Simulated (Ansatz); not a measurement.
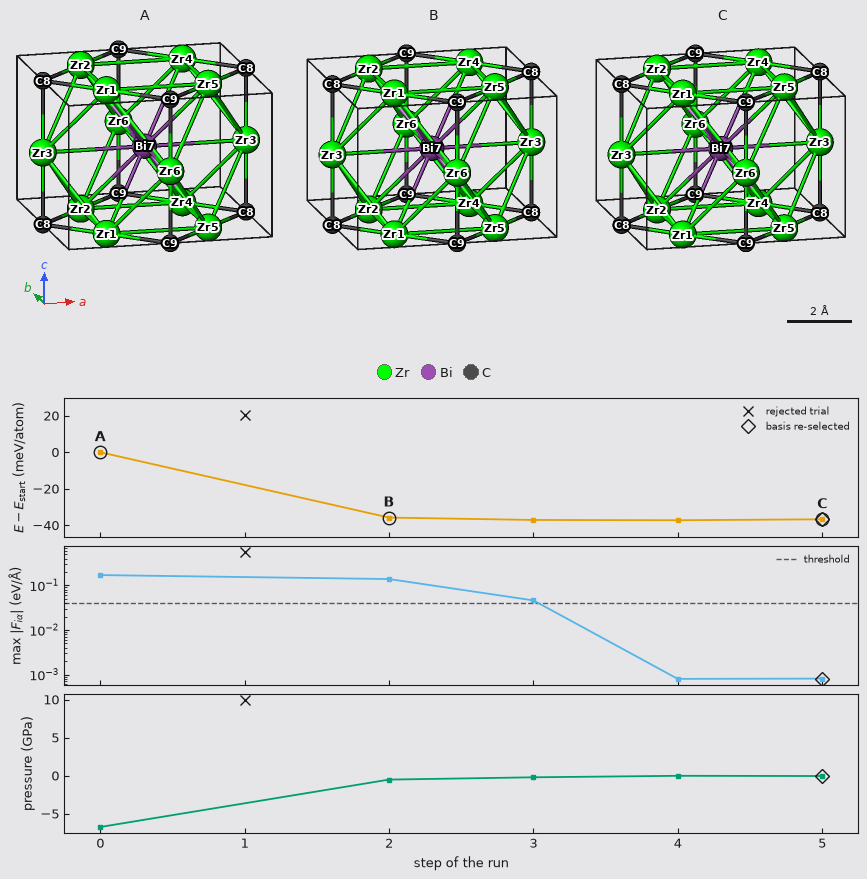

Frames of a relaxation of crystalline Zr$_{6}$BiC$_{2}$ (a generated structure, set up in P4/mmm) (coarse preliminary run), marked on the history of the run. Style: ball-and-stick. Shown: the cell of the calculation, slightly off an axis.

Method: Ansatz, DFT PBE, scalar-relativistic, plane waves, PAW. Set-up: plane-wave cutoff 420 eV; k-point mesh 4 × 4 × 4; occupations gaussian; smearing width 0.1 eV; no spin polarisation; cell and atoms relaxed; force threshold 0.04 eV/Å; at most 70 steps.

**Describe the path.**

The largest moves relative to the cell, 0.050 Å, are those of Zr1, Zr2, Zr4 and Zr5. Zr1 goes along [−1 −1 0]. Bi and C stay in place. The drawn cell changes as follows: a = b 6.605 → 6.446 Å (−2.4 %), c 4.670 → 4.580 Å (−1.9 %); the volume changes by −6.6 %. Near-neighbour distances that change, for instance: Zr1–Zr2 3.302 → 3.152 Å, Zr3–Bi7 3.302 → 3.223 Å, Zr1–Zr3 3.302 → 3.231 Å, Zr1–C8 2.335 → 2.279 Å. Bond angles that change, for instance: Zr1–C8–Zr5 90.0° → 87.5°, Zr1–C8–Zr2 90.0° → 92.5°. The space group stays P4/mmm (No. 123). After 3 accepted moves (5 points after the start) the energy has fallen by 36.7 meV per atom. The largest force component goes from 0.17 to 0.00081 eV/Å. Pressure: −6.74 GPa at the start and −0.04 GPa at the end. The line search rejected the trial step at point 1 of the run. At 1 point the geometry stayed and the basis and grid were re-selected for the new cell (energy shift of 0.5 meV per atom at most each time). The run took 80 s on 1 thread of Arm Neoverse V2 (shared host), peak memory 0.53 GiB. From step 0 to 2: Zr atoms move most (0.02 Å), volume −6.1 %, energy −35.8 meV per atom. From step 2 to 5: Zr atoms move most (0.03 Å), volume −0.6 %, energy −0.9 meV per atom.
